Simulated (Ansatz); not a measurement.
**MoS: magnetic order and moments**

The task, for MoS: relax the cell, then find which magnetic order is lowest.

Computed with Ansatz 0.2.0 (DFT PBEsol, scalar-relativistic, plane waves, PAW, unless a step's input says otherwise).

## 1. The starting structure

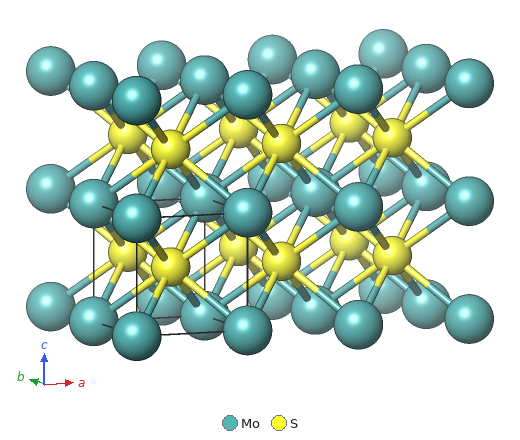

Start, viewed slightly off an axis; molybdenum teal, sulfur yellow. 3×2×2 cells are drawn. Atoms on the faces are drawn again on the opposite ones.

Structure file:

```
Mo S
1.0
     2.96984    0.00000    0.00000
     0.00000    2.96984    0.00000
     0.00000    0.00000    2.96984
Mo S
1 1
Direct
  0.00000 0.00000 0.00000
  0.50000 0.50000 0.50000
```

This is a hypothetical structure, made by putting the elements on a prototype's sites.

## 2. Probe: one point at the start

File input.yaml:

```yaml
crystal:
  lattice:
    - [2.9698356273, 0.0, 0.0]
    - [0.0, 2.9698356273, 0.0]
    - [0.0, 0.0, 2.9698356273]
  atoms:
    - { symbol: Mo, position: [0.0, 0.0, 0.0], spin: 2.0 }
    - { symbol: S, position: [0.5, 0.5, 0.5] }
basis:
  ecutwfc: 420
kpoints:
  mp_grid: { grid: [6, 6, 6] }
hamiltonian:
  xc: pbesol
scf:
  occupations: { method: gaussian, width: 0.1 }
  lower_state_search: "off"
output:
  forces: true
  stress: true
  eigenvalues: true
  populations: true
magnetization:
  spin_polarized: true
```

Launch:

```bash
$ ansatz run input.yaml --threads 1 --pin off --max-ram 2560MiB --backend cpu --events-out ev --progress --plain --runs-dir out
```

What it wrote, cut to the lines that bear on the results:

```text
Warning: RAYON_NUM_THREADS=1 ignored (pool sized by the plan → 1); use --threads N
[...]
Pseudopotentials: kind: paw
Pseudopotential: Mo, paw, valence charge 14, recommended cutoff 420 eV (normal), Mo.paw.azcp
Pseudopotential: S, paw, valence charge 6, recommended cutoff 420 eV (normal), S.paw.azcp
Functional definition: PBEsol
[...]
Crystal: 2 atoms, lattice volume = 26.194 Å³
Basis set: ecut = 420 eV, 485 PW (Γ), exchange–correlation on 40×40×40 points (8 copies of the dense FFT grid, shifted against one another)
Bands: 15, of which v1, the nominal top of the filled ones, is band 10 counted from 1 (9 counted from 0)
Symmetry: 48 space group operations
Space group: Pm-3m (ITA 221), of the structure as read, at distance tolerance 3.0e-5 Å
Magnetic group: BNS 221.92 (UNI 1594), of the structure as read, at distance tolerance 3.0e-5 Å
k-points: 20 of 216
[...]
Starting moments: Σ|m| = 2 μB on 1 of 2 sites
[...]
SCF iter   1: F=—  HF=-5783.239053 eV  |F-HF|=—  |Δ(HF+E_count)|=         —  Δρ=1.02e-1 (↑1.02e-1 ↓4.82e-2)  dr2=2.29e0  dr2_m=1.15e0  M=0.511 μB ∫|m|=0.598 μB  β_m=0.30  ethr=3.10e-3  ⟨swp⟩=5.3  Hψ=3211  notcnv=0
[...]
spin-set hold released at iteration 8 (site moments contracting): the magnetisation degrees of freedom join the quasi-Newton model from the next iteration; the mixer history was flushed
[...]
SCF iter  16: F=-5783.033047 eV  HF=-5783.033047 eV  |F-HF|=4.55e-12  |Δ(HF+E_count)|=   3.87e-9  Δρ=3.20e-7 (↑2.46e-7 ↓3.20e-7)  dr2=2.02e-11  dr2_m=1.64e-11  M=0.000 μB ∫|m|=0.000 μB  ethr=3.03e-11  ⟨swp⟩=1.5  Hψ=1726  notcnv=0
WARN: the starting moments were not kept: the SCF closed with an absolute magnetisation of 6.5e-6 μB, where they sum to 2 μB in size (1 site). That is at most 0.1 of that sum. Measured as dr2_m measures the in/out step, that magnetisation stands 1.2e-11 eV from none, at or under the [...]
SCF converged after 16 iterations
Magnetization: 0.0000 μB (10.0000 up, 10.0000 down)
Absolute magnetization: 0.0000 μB (∫|ρ↑−ρ↓|, with the PAW one-centre terms)
Spin contamination: 0.0000 ħ² per cell (⟨S²⟩ above its minimum at these occupations)
Per-site moments (μB) at R_I (Å): [(4.5069254313004845e-6, 1.0609306530511815), (7.422526018615745e-7, 1.0609306530511815)]
Free energy (F): -5783.033047 eV
[...]
E sigma→0 (E₀):  -5783.029533 eV
Entropy (-TS):   -0.007029 eV (-3.514 meV/atom)
Fermi energy:    19.561221 eV
[...]
--- Forces (eV/Å), atoms counted from 1 ---
  atom   1  Mo    -0.00000000     0.00000000    -0.00000000
  atom   2  S      0.00000000    -0.00000000     0.00000000
[...]
--- Stress (GPa, compression-positive) ---
        0.272205       0.000000       0.000000
       -0.000000       0.272205      -0.000000
        0.000000      -0.000000       0.272205
  P = ⅓ Tr σ = 0.2722 GPa (2.722 kbar)
--- Band table (eV; the first three rows and the last of 40) ---
  k-point 0 ↑: bands = ["-41.6273", "-15.5628", "-15.5628", "-15.5628", "2.4582", "15.1350", "15.1350", "17.1496", "17.1496", "17.1496", "20.3363", "20.3363", "20.3363", "24.2740", "28.8217"]
[...]
--- Löwdin populations: 2 sites ---
  site symbol       q [e]    m [muB]
     0     Mo     13.9433     0.0000
     1      S      5.8387     0.0000
  spilling = 0.010899 (of n_electrons = 20.000000)
```

Wall time 2.2 s (1 thread of Arm Neoverse V1, shared host); peak memory 0.26 GiB.

Site by site:

```csv
atom,Löwdin electrons
Mo1,13.94
S2,5.84
```

The Löwdin counts miss 0.22 of the 20 electrons, which the atomic orbitals do not span, so they are no charges.

The probe gives pressure 0.3 GPa, largest force 0.00 eV/Å, gap on this mesh none (metal). By this gap the next run takes a mesh of 14×14×14.

## 3. The relaxation

File input.yaml:

```yaml
crystal:
  lattice:
    - [2.9698356273, 0.0, 0.0]
    - [0.0, 2.9698356273, 0.0]
    - [0.0, 0.0, 2.9698356273]
  atoms:
    - { symbol: Mo, position: [0.0, 0.0, 0.0] }
    - { symbol: S, position: [0.5, 0.5, 0.5] }
basis:
  ecutwfc: 420
kpoints:
  mp_grid: { grid: [14, 14, 14] }
hamiltonian:
  xc: pbesol
scf:
  occupations: { method: gaussian, width: 0.1 }
output:
  forces: true
  stress: true
  eigenvalues: true
  write_density: true
  write_potential: true
  elf: true
  volumetric_format: npy
relax:
  adjacent_minimum: "off"
  f_tol: 0.01
  max_steps: 80
  cell: { stress_tol: 0.05 }
```

Launch:

```bash
$ ansatz run input.yaml --threads 1 --pin off --max-ram 2560MiB --backend cpu --events-out ev --progress --plain --runs-dir out
```

What it wrote, cut to the lines that bear on the results:

```text
Warning: RAYON_NUM_THREADS=1 ignored (pool sized by the plan → 1); use --threads N
[...]
[... 4 set-up lines as earlier in the session ...]
[...]
Crystal: 2 atoms, lattice volume = 26.194 Å³
Basis set: ecut = 420 eV, 485 PW (Γ), exchange–correlation on 40×40×40 points (8 copies of the dense FFT grid, shifted against one another)
Bands: 14, of which v1, the nominal top of the filled ones, is band 10 counted from 1 (9 counted from 0)
[... 2 set-up lines as earlier in the session ...]
k-points: 120 of 2744
[...]
SCF iter   1: F=—  HF=-5783.037832 eV  |F-HF|=—  |Δ(HF+E_count)|=         —  Δρ=7.63e-3  dr2=8.45e-3  ethr=1.77e-3  ⟨swp⟩=5.1  Hψ=9269  notcnv=0
[...]
--- Stress (GPa, compression-positive) ---
       -0.000081       0.000000       0.000000
        0.000000      -0.000081       0.000000
        0.000000       0.000000      -0.000081
  P = ⅓ Tr σ = -0.0001 GPa (-0.001 kbar)
--- Band table (eV; the first three rows and the last of 120) ---
  k-point 0: bands = ["-41.6028", "-15.5425", "-15.5425", "-15.5425", "2.4519", "15.1298", "15.1298", "17.1389", "17.1389", "17.1389", "20.3457", "20.3457", "20.3457", "24.2501"]
[...]
--- Relaxed structure (3 steps of the walk, 3 accepted, 1 SCFs on fresh bases) ---
  F+E_penalty+E_count = -5783.03553833 eV   max|allowed force component| = 3.780e-31 eV/Å   (the final SCF, on the basis selected at the relaxed cell)
  cell:  # Å, volume = 26.2151 Å³
    - [2.9706444825616325, -1.4444474582904269e-34, -1.6049416203226965e-35]
    - [-1.1234591342258874e-34, 2.9706444825616325, 1.4444474582904269e-34]
    - [-1.6049416203226965e-35, 1.4444474582904269e-34, 2.9706444825616325]
  atoms:
    - { symbol: Mo, position: [-8.831711351496704e-49, 9.599686251626852e-51, 4.221986662654532e-38] }
    - { symbol: S, position: [0.5, 0.5, 0.5] }
```

Wall time 12 s (1 thread of Arm Neoverse V1, shared host); peak memory 0.33 GiB.

Step by step:

```csv
step,E - E(step 1) (eV/cell),largest force component (eV/Å),pressure (GPa),volume (Å³)
1,0.0000,0.0000,0.20,26.19
2,0.0000,0.0000,-0.06,26.22
3,0.0000,0.0000,0.00,26.22
4,0.0000,0.0000,0.00,26.22
```

Step 1 is the start. Step 4 repeats the geometry before it on a plane-wave basis chosen anew for that cell, so its energy need not be comparable with the rows above.

|  | before | after | change |
| --- | --- | --- | --- |
| a (Å) | 2.970 | 2.971 | 0.0 % |
| b (Å) | 2.970 | 2.971 | 0.0 % |
| c (Å) | 2.970 | 2.971 | 0.0 % |
| volume (Å³/atom) | 13.10 | 13.11 | +0.1 % |
| shortest distance (Å) | 2.572 | 2.573 | 0.0 % |
| space group (0.01 Å) | Pm-3m | Pm-3m | same |

The run keeps the 48 symmetry operations of the start, so it could not have lowered the symmetry.

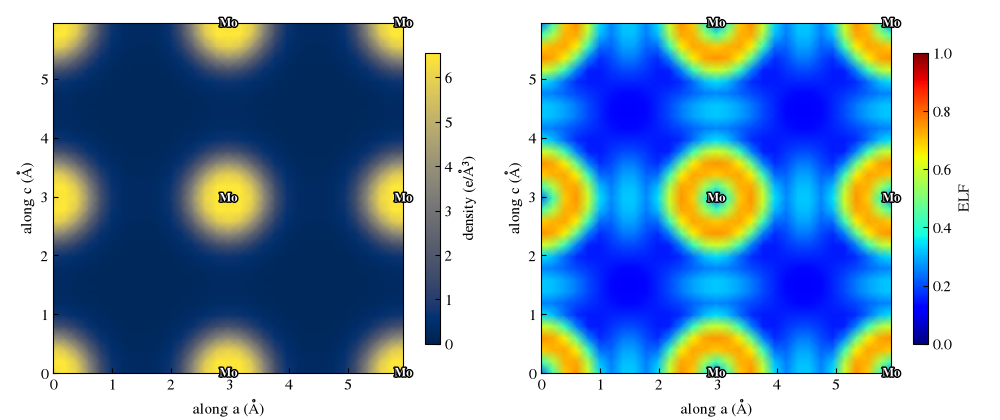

Density (left) and ELF (right) in a lattice plane of the grid's cell (edges 2.97 and 2.97 Å, at 0.000 of the third edge), which holds Mo. Only atoms in the plane are labelled. Both are smooth fields of the valence electrons: close to the nuclei they are not physical.

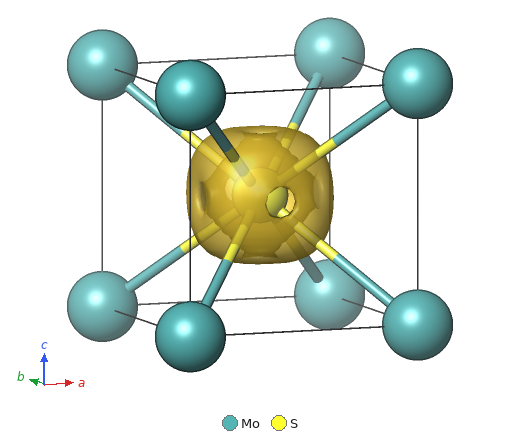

Surface of ELF = 0.77, drawn in one cell.

Maxima of ELF outside the ion cores: 0.83 in the shell around S, 0.8 Å from S.

## 4. Magnetic start: large parallel starting moments

File input.yaml:

```yaml
crystal:
  lattice:
    - [2.9706444826, 0.0, 0.0]
    - [0.0, 2.9706444826, 0.0]
    - [0.0, 0.0, 2.9706444826]
  atoms:
    - { symbol: Mo, position: [0.0, 0.0, 0.0], spin: 3.5 }
    - { symbol: S, position: [0.5, 0.5, 0.5] }
basis:
  ecutwfc: 420
kpoints:
  mp_grid: { grid: [14, 14, 14] }
hamiltonian:
  xc: pbesol
scf:
  occupations: { method: gaussian, width: 0.1 }
  lower_state_search: "off"
output:
  forces: true
  stress: true
  eigenvalues: true
  populations: true
magnetization:
  spin_polarized: true
```

Launch:

```bash
$ ansatz run input.yaml --threads 1 --pin off --max-ram 2560MiB --backend cpu --events-out ev --progress --plain --runs-dir out
```

What it wrote, cut to the lines that bear on the results:

```text
Warning: RAYON_NUM_THREADS=1 ignored (pool sized by the plan → 1); use --threads N
[...]
[... 4 set-up lines as earlier in the session ...]
[...]
Crystal: 2 atoms, lattice volume = 26.215 Å³
Basis set: ecut = 420 eV, 485 PW (Γ), exchange–correlation on 40×40×40 points (8 copies of the dense FFT grid, shifted against one another)
Bands: 16, of which v1, the nominal top of the filled ones, is band 10 counted from 1 (9 counted from 0)
[... 2 set-up lines as earlier in the session ...]
Magnetic group: BNS 221.92 (UNI 1594), of the structure as read, at distance tolerance 3.0e-5 Å
k-points: 120 of 2744
[...]
Starting moments: Σ|m| = 3.5 μB on 1 of 2 sites
[...]
WARN: the starting moments were not kept: the SCF closed with an absolute magnetisation of 5.5e-7 μB, where they sum to 3.5 μB in size (1 site). That is at most 0.1 of that sum. Measured as dr2_m measures the in/out step, that magnetisation stands 4.7e-14 eV from none, at or under the [...]
Spin contamination: 0.0000 ħ² per cell (⟨S²⟩ above its minimum at these occupations)
Per-site moments (μB) at R_I (Å): [(2.050076788046653e-9, 1.0612196048617681), (2.479001448508589e-7, 1.0612196048617681)]
Free energy (F): -5783.035538 eV
[...]
E sigma→0 (E₀):  -5783.031990 eV
Entropy (-TS):   -0.007096 eV (-3.548 meV/atom)
Fermi energy:    19.519067 eV
[...]
--- Forces (eV/Å), atoms counted from 1 ---
  atom   1  Mo    -0.00000000    -0.00000000     0.00000000
  atom   2  S      0.00000000     0.00000000     0.00000000
[...]
--- Stress (GPa, compression-positive) ---
       -0.000077      -0.000000      -0.000000
        0.000000      -0.000077       0.000000
       -0.000000       0.000000      -0.000077
  P = ⅓ Tr σ = -0.0001 GPa (-0.001 kbar)
--- Band table (eV; the first three rows and the last of 240) ---
  k-point 0 ↑: bands = ["-41.6028", "-15.5425", "-15.5425", "-15.5425", "2.4519", "15.1298", "15.1298", "17.1389", "17.1389", "17.1389", "20.3457", "20.3457", "20.3457", "24.2501", "28.8079", "28.8079"]
[...]
--- Löwdin populations: 2 sites ---
  site symbol       q [e]    m [muB]
     0     Mo     13.9487     0.0000
     1      S      5.8460     0.0000
  spilling = 0.010268 (of n_electrons = 20.000000)
```

Wall time 8.6 s (1 thread of Arm Neoverse V1, shared host); peak memory 0.35 GiB.

Result: -2891.5160 eV/atom at zero smearing, pressure 0.00 GPa and no gap on the mesh. The moments have vanished. The log warns that the starting moments were lost.

## 5. Start: antiferromagnetic, doubled cell, propagation vector (0, 0, 1/2)

File input.yaml:

```yaml
crystal:
  lattice:
    - [2.9706444826, 0.0, 0.0]
    - [0.0, 2.9706444826, 0.0]
    - [0.0, 0.0, 5.9412889651]
  atoms:
    - { symbol: Mo, position: [1.0, 0.0, 0.0], spin: 2.0 }
    - { symbol: S, position: [0.5, 0.5, 0.25] }
    - { symbol: Mo, position: [1.0, 0.0, 0.5], spin: -2.0 }
    - { symbol: S, position: [0.5, 0.5, 0.75] }
basis:
  ecutwfc: 420
kpoints:
  mp_grid: { grid: [14, 14, 7] }
hamiltonian:
  xc: pbesol
scf:
  occupations: { method: gaussian, width: 0.1 }
  lower_state_search: "off"
output:
  forces: true
  stress: true
  eigenvalues: true
  populations: true
  write_density: true
  write_potential: true
  elf: true
  volumetric_format: npy
magnetization:
  spin_polarized: true
```

Launch:

```bash
$ ansatz run input.yaml --threads 1 --pin off --max-ram 2560MiB --backend cpu --events-out ev --progress --plain --runs-dir out
```

What it wrote, cut to the lines that bear on the results:

```text
Warning: RAYON_NUM_THREADS=1 ignored (pool sized by the plan → 1); use --threads N
[...]
[... 4 set-up lines as earlier in the session ...]
[...]
Crystal: 4 atoms, lattice volume = 52.430 Å³
Basis set: ecut = 420 eV, 983 PW (Γ), exchange–correlation on 40×40×80 points (8 copies of the dense FFT grid, shifted against one another)
Bands: 27, of which v1, the nominal top of the filled ones, is band 20 counted from 1 (19 counted from 0)
Symmetry: 16 space group operations
Space group: P4/mmm (ITA 123), of the structure as read, at distance tolerance 3.7e-5 Å
Magnetic group: BNS 123.348 (UNI 1008), of the structure as read, at distance tolerance 3.7e-5 Å
k-points: 144 of 1372
[...]
Starting moments: Σ|m| = 4 μB on 2 of 4 sites
Starting magnetic order: antiferromagnet; a translation exchanges its spin sublattices: spin-degenerate at every k-point
[...]
WARN: the starting moments were not kept: the SCF closed with an absolute magnetisation of 2.9e-6 μB, where they sum to 4 μB in size (2 sites). That is at most 0.1 of that sum. Measured as dr2_m measures the in/out step, that magnetisation stands 1.4e-12 eV from none, at or under the [...]
Per-site moments (μB) at R_I (Å): [(-6.173288832125257e-7, 1.0612196048558142), (5.526681472370604e-24, 1.0612196048558142), (6.173288832125257e-7, 1.0612196048558142), (8.798157242338052e-24, 1.0612196048558142)]
Free energy (F): -11566.071077 eV
[...]
E sigma→0 (E₀):  -11566.063981 eV
Entropy (-TS):   -0.014191 eV (-3.548 meV/atom)
Fermi energy:    19.519067 eV
[...]
--- Forces (eV/Å), atoms counted from 1 ---
  atom   1  Mo     0.00000000     0.00000000    -0.00000000
  atom   2  S      0.00000000    -0.00000000    -0.00000000
  atom   3  Mo     0.00000000     0.00000000    -0.00000000
  atom   4  S      0.00000000    -0.00000000     0.00000000
[...]
--- Stress (GPa, compression-positive) ---
       -0.000077      -0.000000      -0.000000
       -0.000000      -0.000077      -0.000000
       -0.000000      -0.000000      -0.000077
  P = ⅓ Tr σ = -0.0001 GPa (-0.001 kbar)
--- Band table (eV; the first three rows and the last of 288) ---
[... band rows left out ...]
[...]
--- Löwdin populations: 4 sites ---
  site symbol       q [e]    m [muB]
     0     Mo     13.9487    -0.0000
     1      S      5.8460     0.0000
     2     Mo     13.9487     0.0000
     3      S      5.8460     0.0000
  spilling = 0.010268 (of n_electrons = 40.000000)
```

Run time: 25 s. Hardware: 1 thread of Arm Neoverse V1, shared host; peak memory 0.48 GiB.

Site by site:

```csv
atom,Löwdin electrons
Mo1,13.95
S2,5.85
Mo3,13.95
S4,5.85
```

The Löwdin counts miss 0.41 of the 40 electrons, which the atomic orbitals do not span, so they are no charges.

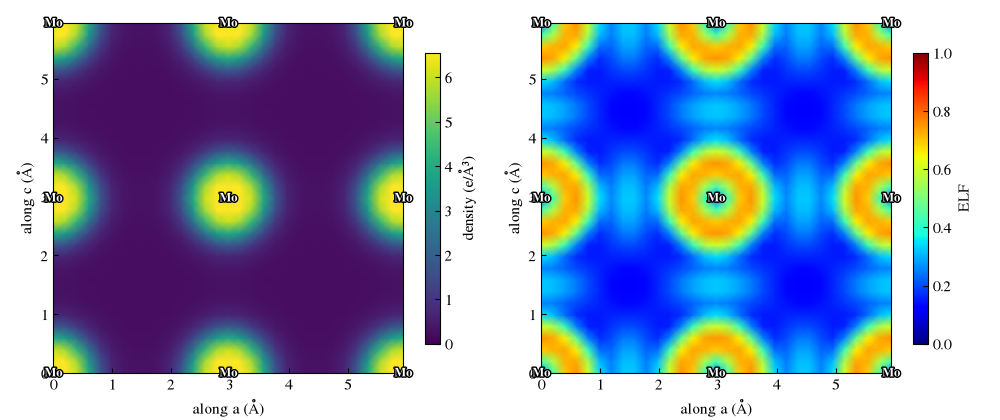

Density (left) and ELF (right) in a lattice plane of the grid's cell (edges 2.97 and 5.94 Å, at 0.000 of the third edge), which holds Mo. Only atoms in the plane are labelled. Both are smooth fields of the valence electrons: close to the nuclei they are not physical.

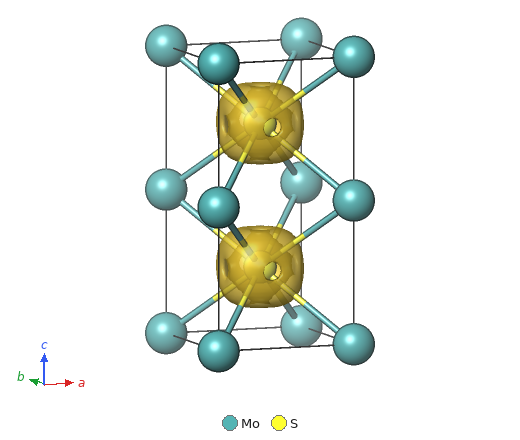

Surface of ELF = 0.77, drawn in one cell.

Outside the cores ELF peaks at 0.83 in the shell around S, 0.8 Å from S.

Result: -2891.5160 eV/atom at zero smearing, pressure 0.00 GPa and no gap on the mesh. The moments have vanished. The log warns that the starting moments were lost.

## 6. Which state is lowest

All runs keep the base geometry. A propagation vector, in units of the reciprocal vectors, doubles the cell. Energies are extrapolated to zero smearing. Site moments are spin moments in atom-centred spheres that scale with the neighbour distance.

```csv
start,ends,energy above the lowest (meV/atom),site moments (μB),gap on the mesh (eV),pressure (GPa),CPU time
no spin,non-magnetic (imposed),0.00,none,metal,0.0,12 s
large parallel starting moments,non-magnetic,0.00,none over 0.05,metal,0.0,8.6 s
"antiferromagnetic, doubled cell, propagation vector (0, 0, 1/2)",non-magnetic,0.00,none over 0.05,metal,0.0,25 s
```

## 7. Summary of results

| quantity | value |
| --- | --- |
| relaxed cell | a = 2.971 Å, b = 2.971 Å, c = 2.971 Å, α = 90.00°, β = 90.00°, γ = 90.00° |
| space group (0.01 Å) | Pm-3m (No. 221) |
| volume | 13.11 Å³/atom |
| formation energy (elements from runs with the same settings, not shown) | -0.33 eV/atom |
| magnetic state | non-magnetic from all starts in the table |

In words: The volume hardly moved (+0.1 %). All starts in the table end without moments: as far as tried, the cell is non-magnetic at this level.
